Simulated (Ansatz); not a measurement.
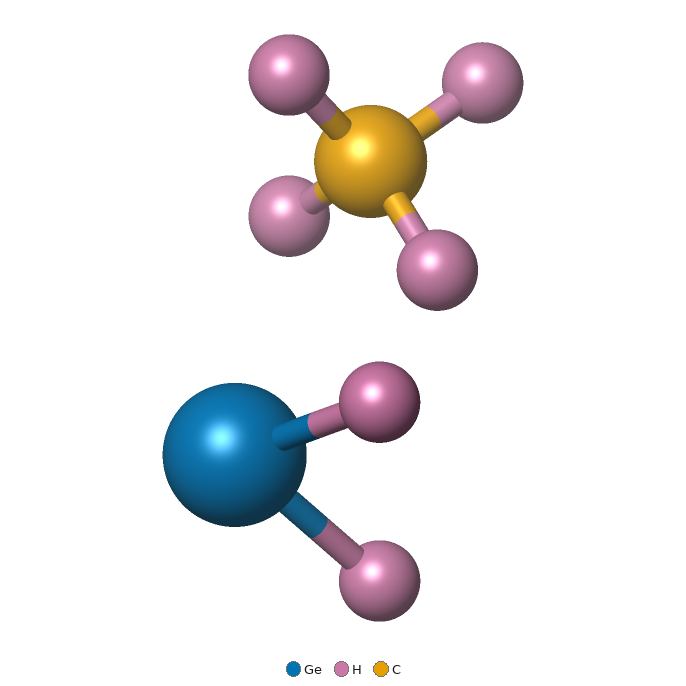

The computed geometry is a stationary point of PBE0-D4/def2-TZVP, a saddle point of order 1. Properties computed with CCSD(T)/CBS estimate, frozen core: MP2 correlation extrapolated from def2-TZVPP and def2-QZVPP, CCSD(T) minus MP2 from the smaller set (Ansatz 0.2.0).

Give the T1 diagnostic at this level.

0.011.
